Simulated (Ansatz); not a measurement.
TaH₂OClF₄: several calculations on one system

**1. Relaxation**

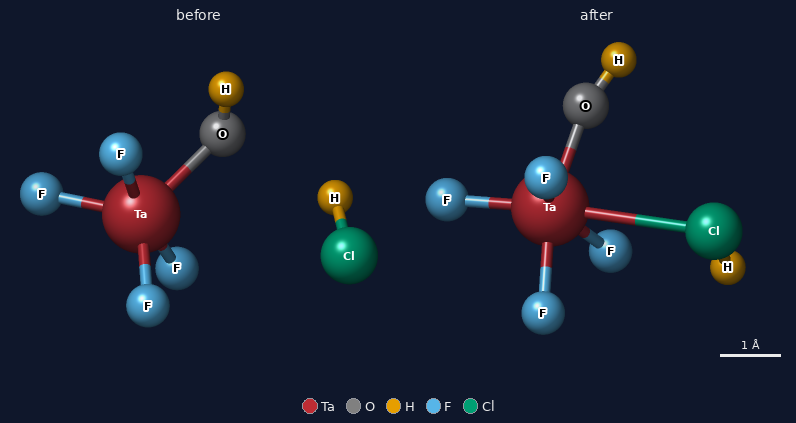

The structure of TaH2OClF4 before (left) and after (right) a relaxation, at one scale.

A ball-and-stick model, seen face on.

The run prepares an end point of a later path (reaction) calculation, from a guessed geometry.

Computed with Ansatz 0.2.0, RKS PBE0/def2-SVP. Settings: no spin polarisation; force threshold 0.03 eV/Å; at most 50 steps.

Q: What changed between the two?

A: The atom that moves furthest after the best rigid fit is an H atom (1.18 Å). By element the largest moves are H 1.18 Å, O 0.75 Å, Cl 0.73 Å, F 0.70 Å, Ta 0.24 Å. Among the contacts that change: Cl–Ta 3.669 → 2.944 Å, O–Ta 1.972 → 1.875 Å, Cl–H 1.333 → 1.293 Å, F–Ta 1.858 → 1.890 Å. New bonds form, among them: Cl–Ta (3.67 → 2.94 Å). Bond angles that change, for instance: Ta–O–H 116.9° → 161.7°, O–Ta–F 129.9° → 164.3°, F–Ta–F 171.3° → 147.7°. Over 31 accepted moves (39 points after the start) the energy falls by 5.16 kcal/mol. Largest force component: 1.5 eV/Å at the start, 0.011 eV/Å at the end. The line search rejected the trial steps at points 10, 14, 16, 19, 30, 34, 36, 38 of the run. The forces were under the threshold at step 37, but the run went on from there.

Limits of the set-up: the start holds two separate molecules, 2.2 Å apart at their closest, whose relative position is a soft coordinate and is computed without a dispersion correction.

**2. Relaxation**

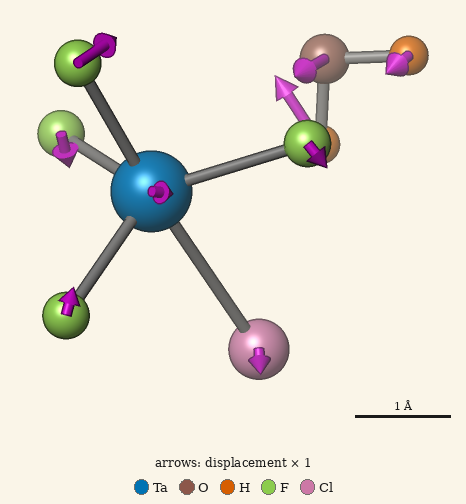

A relaxation of TaH$_{2}$OClF$_{4}$. The starting structure is drawn; purple arrows show the displacements, at their true length. The two geometries are superimposed by the best rigid fit.

A ball-and-stick model, seen from a free direction.

The run prepares an end point of a later path (reaction) calculation, from a guessed geometry.

These are results of Ansatz 0.2.0, RKS PBE0/def2-SVP, not measurements. Settings: no spin polarisation; force threshold 0.03 eV/Å; at most 50 steps.

Question: What happened in the run?

Answer: After 11 geometry steps the energy has fallen by 18.9 kcal/mol. The largest force component goes from 0.84 to 0.029 eV/Å. The largest move after the best rigid fit is that of an H atom, 0.88 Å. By element the largest moves are H 0.88 Å, F 0.78 Å, O 0.70 Å, Ta 0.33 Å, Cl 0.30 Å. Near-neighbour distances that change, for instance: O–Ta 3.203 → 2.260 Å, H–Ta 3.581 → 2.861 Å, H–Ta 3.212 → 2.868 Å, Cl–Ta 2.436 → 2.354 Å. New bonds form, among them: O–Ta (3.20 → 2.26 Å). Among the angles between lasting bonds that change: F–Ta–F 131.8° → 150.7°, F–Ta–F 115.5° → 104.6°, F–Ta–F 112.7° → 104.6°. Cost: 38 s on 4 threads of Arm Neoverse V2 (shared host), peak memory 0.35 GiB.

Limits of the set-up: the start holds two separate molecules, 2.6 Å apart at their closest, whose relative position is a soft coordinate and is computed without a dispersion correction.

**3. Path**

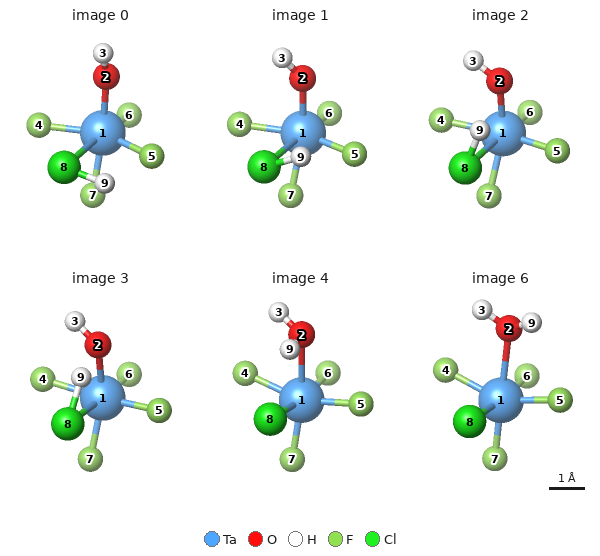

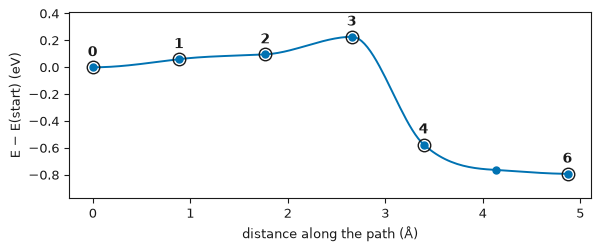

A search for the minimum-energy path of TaH2OClF4 by the nudged elastic band. Images are numbered from 0 (start) to 6 (end). Style: ball-and-stick. Shown from a free direction.

Theory: RKS PBE0/def2-SVP in Ansatz. Run with 5 movable images; climbing image; force threshold 0.05 eV/Å; iteration limit 60; starting path through a guess of the saddle point.

**What happens along the path, and what is the barrier?**

The highest point, image 3, lies 0.23 eV above the start and 1.02 eV above the end; the end is at −0.79 eV relative to the start. A hydrogen atom shifts from one atom to another. Breaking: Cl8–H9 (1.29 → 1.41 at the top → 3.43 Å). Forming: O2–H9 (3.64 → 1.44 at the top → 0.97 Å). The band is converged. At the top, the vibrational analysis gives one imaginary mode (403i cm⁻¹), as a transition state must have.
